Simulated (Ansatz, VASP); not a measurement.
# RbOsCl3: VASP beside Ansatz, part 2 of 2

Wanted: the spread between two codes on one cell, functional and k mesh. The cell is invented: As first built, before any earlier steps moved the atoms (in the runner's words): it takes the RbPdCl3 structure with some of its atoms replaced by other elements, volume scaled by an estimate. It may not be a known or stable phase. The cell is taken from a series of VASP runs on this material, whose earlier steps may have relaxed, scaled or displaced it; both programs get it as it stands. Valence electrons are named where the data sets of a main pair hold unlike numbers.

VASP 6.6.1 and Ansatz 0.2.0.

So far: The structure; VASP: band structure, HSE06.

## 3. Ansatz: band structure, HSE06

Level of this step: Ansatz beside VASP: Kohn-Sham DFT, plane waves, HSE06 (Ansatz).

Ansatz runs on its default PAW (the set named soft_2) files.

The same cell, functional, mesh and smearing now go to Ansatz, which takes its cutoff from its data sets.

File input.yaml:

```yaml
crystal:
  lattice:
    - [5.0005640554, 0.0, 0.0]
    - [0.0, 5.0005640554, 0.0]
    - [0.0, 0.0, 5.0005640554]
  atoms:
    - { symbol: Os, position: [0.5, 0.5, 0.5] }
    - { symbol: Rb, position: [0.0, 0.0, 0.0] }
    - { symbol: Cl, position: [0.0, 0.5, 0.5] }
    - { symbol: Cl, position: [0.5, 0.0, 0.5] }
    - { symbol: Cl, position: [0.5, 0.5, 0.0] }
hamiltonian:
  xc: { exchange: pbe, correlation: pbe, exx: { coeff: 0.25, omega: 0.2 } }
  pseudopotentials: { kind: paw }
kpoints:
  mp_grid: { grid: [3, 3, 3] }
  band_path:
    path:
      - [0.0, 0.0, 0.0]
      - [0.0, 0.3, 0.0]
      - [0.0, 0.5, 0.0]
      - [0.3, 0.5, 0.0]
      - [0.5, 0.5, 0.0]
      - [0.2, 0.2, 0.0]
      - [0.1, 0.1, 0.1]
      - [0.4, 0.4, 0.4]
      - [0.5, 0.5, 0.5]
      - [0.4, 0.5, 0.4]
      - [0.1, 0.5, 0.1]
      - [0.5, 0.5, 0.1]
      - [0.5, 0.5, 0.5]
    npoints: 1
scf:
  occupations: { method: fermi_dirac, width: 0.05 }
  n_extra_bands: 8
output:
  forces: true
  stress: true
  eigenvalues: true
  write_density: true
  write_potential: true
  elf: true
  volumetric_format: npy
```

Command:

```
$ ansatz run input.yaml --threads 4 --pin off --max-ram 9216MiB --backend cpu --events-out ev --progress --plain --runs-dir out
```

Numbers of over 12 decimals in the logs are rounded to 6 here.

The program printed:

```text
Warning: output.stress: scf.convergence.dr2_threshold = 1e-7 eV (the SCF's general default) is looser than the 5e-10 eV advised for a printed stress (1e-10 eV for each atom of the cell: 5). What an SCF threshold leaves in a stress goes as its square root, and in the free energy as the threshold itself, and one threshold admits the most on a small cell: [figures from the program's tests cut] Set scf.convergence.dr2_threshold to 5e-10 eV or tighter. The threshold is an SCF's pass mark: one that does not reach it within its budget of iterations ends unconverged, or closes short of it on a stop that the run arms, and scf.convergence.dr2_threshold's page says what that costs each kind of run
Warning: output.stress: scf.exx.energy_threshold = 1e-6 eV is looser than the 5e-8 eV advised for a stress under a hybrid functional (1e-8 eV for each atom of the cell: 5). Every SCF of the exchange loop can meet its threshold on dr2 while the loop round them stops early: no threshold on dr2 bounds what that leaves in the stress. Set scf.exx.energy_threshold to 5e-8 eV or tighter. The threshold is the loop's pass mark: a loop that does not reach it within its budget of cycles ends unconverged, and scf.exx.energy_threshold's page has the law
scf.n_extra_bands = 8 over 23 filled bands (N_el = 46.0): the run solves 31 bands
Engine: ansatz 0.2.0, x86_64-unknown-linux-gnu
Pseudopotentials: kind: paw
Pseudopotential: Os, paw, valence charge 16, recommended cutoff 420 eV (normal), Os.paw.azcp
Pseudopotential: Rb, paw, valence charge 9, recommended cutoff 420 eV (normal), Rb.paw.azcp
Pseudopotential: Cl, paw, valence charge 7, recommended cutoff 420 eV (normal), Cl.paw.azcp
Functional definition: unnamed
  parameter a_1 = 0.25
  parameter omega_1 = 0.2/angstrom
  exchange = pbe_x + (-a_1)*pbe_x_sr(omega_1) + a_1*exact_x_sr(omega_1)
  correlation = pbe_c
Crystal: 5 atoms, lattice volume = 125.042 Å³
Basis set: ecut = 420 eV, 2469 PW (Γ), exchange–correlation on 72×72×72 points (8 copies of the dense FFT grid, shifted against one another)
Bands: 31, of which v1, the nominal top of the filled ones, is band 23 counted from 1 (22 counted from 0)
Symmetry: 48 space group operations
Space group: Pm-3m (ITA 221), of the structure as read, at distance tolerance 5.0e-5 Å
k-points: 4 of 27
Non-local potential: Os, projectors of the file, l = 0: 3, l = 1: 2, l = 2: 2, l = 3: 1
Non-local potential: Rb, projectors of the file, l = 0: 3, l = 1: 2, l = 2: 2
Non-local potential: Cl, projectors of the file, l = 0: 2, l = 1: 2, l = 2: 2
PAW form: soft (Blöchl's): semilocal exchange-correlation on the pseudo side does not see the compensation charge
PAW frozen core: Os, regenerated for the run's functional, and the local potential with it (the file was generated under x = pbe(κ = 0.804, μ = 0.219515), c = pbe(β = 0.066725))
PAW frozen core: Rb, regenerated for the run's functional, and the local potential with it (the file was generated under x = pbe(κ = 0.804, μ = 0.219515), c = pbe(β = 0.066725))
PAW frozen core: Cl, regenerated for the run's functional, and the local potential with it (the file was generated under x = pbe(κ = 0.804, μ = 0.219515), c = pbe(β = 0.066725))
PAW one-centre angular grid: Os, 590 points (default); XC on 64 Gauss nodes
PAW one-centre angular grid: Rb, 110 points (default); XC on 64 Gauss nodes
PAW one-centre angular grid: Cl, 110 points (default); XC on 64 Gauss nodes
Initial density: superposition of atomic densities (neutral atoms: chi_scale 0, normalization atom), corrected by the library's trained network
Initial wavefunctions: pseudopotential atomic-orbital guess
Functional: x = pbe(κ = 0.804, μ = 0.219515), c = pbe(β = 0.066725), warm-up for x = pbe(κ = 0.804, μ = 0.219515) + 0.25 (exact − pbe) at short range (hse, ω = 0.2 Å⁻¹), c = pbe(β = 0.066725)
SCF iter   1: F=—  HF=-17892.816833 eV  |F-HF|=—  |Δ(HF+E_count)|=         —  Δρ=1.64e-2  dr2=7.87e-2  ethr=1.77e-3  ⟨swp⟩=11.5  Hψ=589  notcnv=0
preconditioner: auto → Kerker (q_TF=auto, 2.309 Å⁻¹)  [metal: Δε(μ)=0.058 eV  Ē_g=11.504 eV  σ=0.050 eV  W_gap=0.27  n_scr=26 (ndim 8)  ℏωp=19.9 eV  f_vac=0.031  D(μ)=12.64/eV (n_scr^D=170)]
SCF iter   2: F=—  HF=-17892.810430 eV  |F-HF|=—  |Δ(HF+E_count)|=   6.40e-3  Δρ=8.71e-3  dr2=2.41e-2  ethr=1.71e-4  ⟨swp⟩=3.5  Hψ=251  notcnv=0  defer=2
iter 3 solved again at ethr=5.21e-7 eV; its pass at ethr=5.23e-5 eV (dr2=2.40e-4 eV) is discarded
SCF iter   3: F=—  HF=-17892.807777 eV  |F-HF|=—  |Δ(HF+E_count)|=   2.65e-3  Δρ=4.87e-4  dr2=2.57e-4  ethr=5.21e-7  ⟨swp⟩=3.5  Hψ=479  notcnv=0
SCF iter   4: F=—  HF=-17892.807768 eV  |F-HF|=—  |Δ(HF+E_count)|=   8.88e-6  Δρ=1.35e-4  dr2=6.58e-5  ethr=5.21e-7  ⟨swp⟩=2.5  Hψ=225  notcnv=0
SCF iter   5: F=—  HF=-17892.807758 eV  |F-HF|=—  |Δ(HF+E_count)|=   9.62e-6  Δρ=6.45e-5  dr2=1.19e-5  ethr=1.43e-7  ⟨swp⟩=3.0  Hψ=247  notcnv=0
SCF iter   6: F=—  HF=-17892.807757 eV  |F-HF|=—  |Δ(HF+E_count)|=   7.33e-7  Δρ=3.42e-5  dr2=2.08e-6  ethr=2.59e-8  ⟨swp⟩=3.0  Hψ=281  notcnv=0
SCF iter   7: F=—  HF=-17892.807757 eV  |F-HF|=—  |Δ(HF+E_count)|=   3.43e-7  Δρ=8.84e-6  dr2=8.90e-8  ethr=4.52e-9  ⟨swp⟩=3.2  Hψ=244  notcnv=0
SCF iter   8: F=—  HF=-17892.807757 eV  |F-HF|=—  |Δ(HF+E_count)|=   8.43e-8  Δρ=2.48e-6  dr2=1.18e-8  ethr=1.94e-10  ⟨swp⟩=3.2  Hψ=284  notcnv=0
[...]
Frozen-core exchange: fock
[...]
preconditioner: auto → none  [insulator: Δε(μ)=0.318 eV  Ē_g=13.180 eV  σ=0.050 eV  W_gap=0.66  n_scr=26 (ndim 8)  ℏωp=19.9 eV  f_vac=0.041  D(μ)=8.86/eV (n_scr^D=92)]
[...]
SCF iter   3: F=-17898.996789 eV  HF=-17899.010015 eV  |F-HF|=1.32e-2  |Δ(HF+E_count)|=   3.13e-1  Δρ=1.14e-2  dr2=4.48e-2  ethr=3.63e-4  ⟨swp⟩=3.0  Hψ=265  notcnv=0
SCF 2 stopped early in 3 iterations: F = -17898.996789 eV  dr2 = 4.48e-2
hybrid outer 1: dexx = +1.147e0 eV, tail = 9.82e-2 eV
Exchange kernel: α = 0.2500, screened, ω = 0.2000 Å⁻¹, Wigner–Seitz truncation, v(0) = 1104.2888 eV·Å³, q-mesh 3×3×3, nearest image of the exchange supercell L = 15.00 Å, pair-density grid 24×24×24, without the augmentation charges, whose exchange is taken in its separable form by FFT convolution over the k-point mesh (sized by the pseudopotential files, 36×36×36 at the most), smooth part of the exact exchange by density-matrix convolution
Frozen-core exchange: fock
SCF iter   1: F=—  HF=-17898.988443 eV  |F-HF|=—  |Δ(HF+E_count)|=         —  Δρ=2.07e-3  dr2=6.63e-3  ethr=1.07e-3  ⟨swp⟩=2.0  Hψ=248  notcnv=0
preconditioner: auto → none  [insulator: Δε(μ)=1.239 eV  Ē_g=13.331 eV  σ=0.050 eV  W_gap=1.00  n_scr=26 (ndim 8)  ℏωp=19.9 eV  f_vac=0.039  D(μ)=0.00/eV (n_scr^D=0)]
SCF iter   2: F=—  HF=-17898.987236 eV  |F-HF|=—  |Δ(HF+E_count)|=   1.21e-3  Δρ=9.74e-4  dr2=6.94e-4  ethr=1.39e-5  ⟨swp⟩=3.8  Hψ=269  notcnv=0
SCF iter   3: F=—  HF=-17898.987311 eV  |F-HF|=—  |Δ(HF+E_count)|=   7.58e-5  Δρ=5.64e-4  dr2=1.13e-4  ethr=1.42e-6  ⟨swp⟩=3.0  Hψ=224  notcnv=0
SCF iter   4: F=—  HF=-17898.987304 eV  |F-HF|=—  |Δ(HF+E_count)|=   7.50e-6  Δρ=1.65e-4  dr2=6.23e-5  ethr=2.44e-7  ⟨swp⟩=3.0  Hψ=264  notcnv=0
SCF iter   5: F=—  HF=-17898.987280 eV  |F-HF|=—  |Δ(HF+E_count)|=   2.41e-5  Δρ=3.14e-5  dr2=1.34e-6  ethr=1.34e-7  ⟨swp⟩=3.0  Hψ=244  notcnv=0
SCF iter   6: F=—  HF=-17898.987279 eV  |F-HF|=—  |Δ(HF+E_count)|=   5.23e-7  Δρ=8.24e-6  dr2=7.31e-8  ethr=2.84e-9  ⟨swp⟩=4.0  Hψ=301  notcnv=0
SCF iter   7: F=-17898.987279 eV  HF=-17898.987279 eV  |F-HF|=1.82e-10  |Δ(HF+E_count)|=   2.61e-8  Δρ=6.71e-7  dr2=4.24e-10  ethr=1.57e-10  ⟨swp⟩=4.0  Hψ=320  notcnv=0
SCF 3 converged in 7 iterations: F = -17898.987279 eV  dr2 = 4.24e-10
  Residual-converged pass: ⟨swp⟩=3.0  Hψ=251  notcnv=0  max |occ|·‖R‖ = 2.3e-6 eV (tolerance 2.4e-6 eV)  dr2=4.16e-10  dr2_onsite=1.23e-11  max |Δocc| = 9.3e-15
hybrid outer 2: dexx = +1.007e-3 eV, tail = 1.40e-6 eV, Δε = 9.09e-2 eV (about 1.03e-3 eV left of the loop's levels)
Exchange kernel: α = 0.2500, screened, ω = 0.2000 Å⁻¹, Wigner–Seitz truncation, v(0) = 1104.2888 eV·Å³, q-mesh 3×3×3, nearest image of the exchange supercell L = 15.00 Å, pair-density grid 24×24×24, without the augmentation charges, whose exchange is taken in its separable form by FFT convolution over the k-point mesh (sized by the pseudopotential files, 36×36×36 at the most), smooth part of the exact exchange by density-matrix convolution
Frozen-core exchange: fock
SCF iter   1: F=—  HF=-17898.987293 eV  |F-HF|=—  |Δ(HF+E_count)|=         —  Δρ=7.87e-6  dr2=1.07e-8  ethr=1.52e-8  ⟨swp⟩=5.0  Hψ=334  notcnv=0
preconditioner: auto → none  [insulator: Δε(μ)=1.251 eV  Ē_g=13.326 eV  σ=0.050 eV  W_gap=1.00  n_scr=26 (ndim 8)  ℏωp=19.9 eV  f_vac=0.037  D(μ)=0.00/eV (n_scr^D=0)]
SCF iter   2: F=-17898.987293 eV  HF=-17898.987293 eV  |F-HF|=2.26e-10  |Δ(HF+E_count)|=   8.88e-9  Δρ=3.77e-6  dr2=2.53e-9  ethr=2.24e-11  ⟨swp⟩=3.8  Hψ=295  notcnv=0  defer=1
SCF 4 converged in 2 iterations: F = -17898.987293 eV  dr2 = 2.53e-9
  Residual-converged pass: ⟨swp⟩=2.5  Hψ=203  notcnv=0  max |occ|·‖R‖ = 2.2e-6 eV (tolerance 2.4e-6 eV)  dr2=2.52e-9  dr2_onsite=9.35e-11  max |Δocc| = 5.6e-15
hybrid outer 3: dexx = +1.648e-8 eV, tail = 6.00e-9 eV, Δε = 1.71e-4 eV (about 1.34e-5 eV left of the loop's levels), ΔF = 3.37e-29 eV/Å (tail 1.19e-29)
NSCF: frozen V_eff on 13 k-points
hybrid SCF converged: 3 outer / 12 inner (+9 warm-up), last move |dexx| = 1.65e-8 eV, tail = 6.00e-9 eV
Stability not checked: this state was not tested for a lower state beside it, because the functional holds exact exchange (a hybrid, or Hartree-Fock), whose exchange loop this test does not read (fock_operator; see scf.lower_state_search)
Free energy (F): -17898.987293 eV
Frozen-core exchange: fock
Harris-Foulkes:  -17898.987293 eV  (|F-HF|=2.26e-10)
Internal energy: -17898.987288 eV  (E = F + TS)
E sigma→0 (E₀):  -17898.987291 eV
Entropy (-TS):   -0.000005 eV (-0.001 meV/atom)
Fermi energy:    6.340144 eV
--- Per-component energies (eV) ---
  E_band       = -502.851651
  E_kinetic    = 1244.332862
  E_local      = -3297.332266  (includes V_loc(G=0)·N_el)
  E_nonlocal   = 255.619465
  E_hartree    = 1199.569655
  E_xc         = -573.045788
  E_vxc        = -623.472317  (∫ρ·V_xc dr)
  E_exx        = -118.346647  (= α·E_x^exact, valence–valence)
  E_paw        = -13640.519957  (= ΣΔE_a)
  E_vpaw       = -244.445369  (= ΣTr[D̂ρ^β])
  E_aug_tail   = 0.000185  (compensation charges beyond the density's cutoff)
  E_ewald      = -2966.180291
  E_core_change = -3.084506  (= ΣΔE_core)
  E_smearing   = -0.000005  (= −TS)
  E_closure    = -0.000000  (closes the sum)
  Σ components = -17898.987293   (vs F -17898.987293, Δ=0.00e0)
--- Forces (eV/Å), atoms counted from 1 ---
  atom   1  Os     0.00000000     0.00000000     0.00000000
  atom   2  Rb     0.00000000    -0.00000000    -0.00000000
  atom   3  Cl     0.00000000    -0.00000000     0.00000000
  atom   4  Cl    -0.00000000    -0.00000000     0.00000000
  atom   5  Cl    -0.00000000    -0.00000000     0.00000000
  max |Σ_I F_I| component: 5.42e-29 eV/Å
--- Stress (GPa, compression-positive) ---
       -2.784801       0.000000       0.000000
       -0.000000      -2.784801       0.000000
        0.000000       0.000000      -2.784801
  P = ⅓ Tr σ = -2.7848 GPa (-27.848 kbar)
--- Band table (eV) ---
  k-point 0: bands = [... 19 lower, 2.8084, 4.0811, 4.0811, 4.0811, 6.9397, 6.9397, 8.7647, 10.6597, ... 4 higher]
  k-point 1: bands = [... 19 lower, 2.6155, 4.0996, 5.2314, 5.2314, 6.9449, 7.7086, 11.5868, 11.9189, ... 4 higher]
  k-point 2: bands = [... 19 lower, 2.9437, 5.2123, 5.2467, 5.6260, 7.2497, 9.9647, 12.3353, 12.8061, ... 4 higher]
  k-point 3: bands = [... 19 lower, 3.0072, 5.6120, 5.6882, 5.6882, 9.9003, 9.9003, 12.1918, 12.6955, ... 4 higher]
```

Run time: 30 s. Hardware: 4 threads of AMD EPYC 9R14 (Zen 4), shared host; peak memory 1.1 GiB; 1.7 min of CPU time.

In the SCF lines HF is the Harris–Foulkes energy and dr2 the Hartree energy of the density residual, in eV; the loop may stop once dr2 is under the threshold and the program's other checks hold. Hψ counts applications of the Hamiltonian.

## 4. Side by side

Known differences besides the potentials themselves: exact exchange at q = 0 is treated differently, which shows on coarse meshes; VASP keeps PBE cores, Ansatz makes them for the functional; the data sets hold 46 valence electrons in Ansatz (on its default PAW (the set named soft_2) files) and 38 in VASP; the cutoff is 420 eV in Ansatz and 400 eV in VASP; VASP takes a coarser grid for exact exchange (PRECFOCK = Fast). Total energies have different zeros and are not compared.

The two programs side by side:

| quantity | Ansatz | VASP | difference |
| --- | --- | --- | --- |
| gap over the path points (eV) | 0.893 | 0.903 | -0.010 |

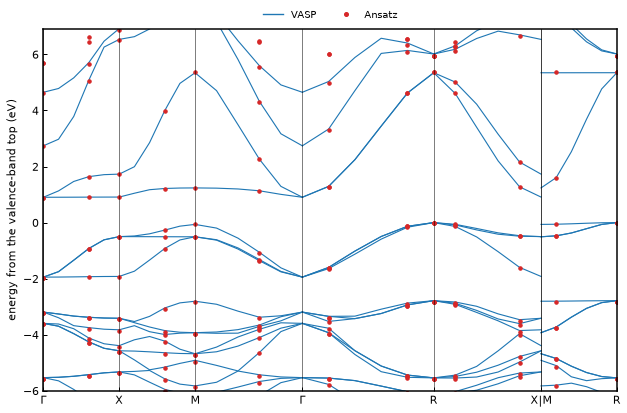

Bands from VASP (lines) and levels from Ansatz (dots). Dots without a line are higher empty bands that the VASP plot leaves out.

Levels at points of the path, from each program's valence-band top (eV; 4 filled, then empty):

```csv
k (reciprocal lattice),Ansatz,VASP
0.000 0.000 0.000,-3.24 -1.97 -1.97 -1.97 0.89 0.89 2.72,-3.19 -1.95 -1.95 -1.95 0.90 0.90 2.74
0.000 0.300 0.000,-3.42 -1.95 -0.94 -0.94 0.90 1.63 5.06,-3.38 -1.93 -0.92 -0.92 0.91 1.64 5.08
0.000 0.500 0.000,-3.46 -1.94 -0.51 -0.51 0.90 1.72 6.50,-3.41 -1.92 -0.50 -0.50 0.91 1.73 6.54
0.300 0.500 0.000,-3.08 -0.94 -0.51 -0.27 1.21 3.99 7.25,-3.05 -0.92 -0.51 -0.27 1.22 3.99 7.29
0.500 0.500 0.000,-2.83 -0.51 -0.51 -0.07 1.23 5.36 7.80,-2.81 -0.51 -0.51 -0.07 1.24 5.34 7.87
0.200 0.200 0.000,-3.41 -1.38 -1.34 -1.08 1.12 2.25 4.29,-3.38 -1.36 -1.32 -1.06 1.13 2.26 4.32
0.100 0.100 0.100,-3.39 -1.66 -1.62 -1.62 1.28 1.28 3.31,-3.35 -1.64 -1.60 -1.60 1.29 1.29 3.34
0.400 0.400 0.400,-2.90 -0.17 -0.13 -0.13 4.63 4.63 6.09,-2.87 -0.17 -0.13 -0.13 4.62 4.62 6.14
0.500 0.500 0.500,-2.82 0.00 0.00 0.00 5.37 5.37 5.96,-2.79 0.00 0.00 0.00 5.35 5.35 6.01
0.400 0.500 0.400,-2.86 -0.14 -0.08 -0.06 4.61 5.02 6.12,-2.83 -0.14 -0.08 -0.06 4.61 5.01 6.18
```

Among the levels compared at these points, filled levels agree within 46 meV and empty ones within 76 meV.

## 5. What came out

```json
{
  "largest difference of a filled level at the path points (band structure, HSE06)": "46 meV"
}
```

The largest difference of a filled level at the path points is 46 meV (band structure, HSE06), within the 80 meV picked in this series as the mark of a large difference. The data sets hold unlike numbers of valence electrons (46 in Ansatz and 38 in VASP), so part of the differences comes from the potentials. How closely two codes agree says nothing of how well the functional describes the real material.

[Lines on the potential files, build, host, timing and source positions are cut from VASP's logs without a mark.]

[Logs are printed without paths, hosts, clocks, repeated set-up lines and the standing remarks that a program may print on its own settings, such as how far it seeks lower states.]

[Hosts, paths, dates, database ids (printed as entryN), source tags and the programs' standing remarks are cut or masked in the printed files.]
